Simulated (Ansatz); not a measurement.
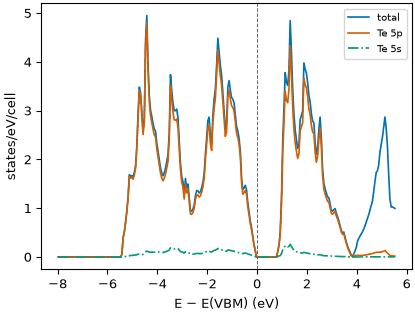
Fig. 1. Total and projected density of states of Te (trigonal Se type, space group No. 152), the program Ansatz at the r²SCAN level (PAW)

Problem. Which orbitals carry the states next to the gap?

Solution. Top 1 eV of the valence band: Te 5p 94 %. Bottom 1 eV of the conduction band: Te 5p 90 %, Te 5s 6 %. Projections are on Löwdin-orthogonalised atomic valence shells; empty p or d shells of many metals are not among them.

Problem. Where is the tallest occupied peak in this window, and what makes it?

Solution. Near -4.4 eV, about 5.0 states/eV per cell; the largest projected share is Te 5p.

Space group P3_121 (trigonal Se type). Symmetry was held in the r²SCAN relaxation. A crystal of weakly bound chains computed without a dispersion correction: the cell and the soft elastic constants depend strongly on that. Scalar-relativistic: spin–orbit coupling is off unless named, which matters more the heavier the elements.

Potentials: the later of the program's two PAW sets.
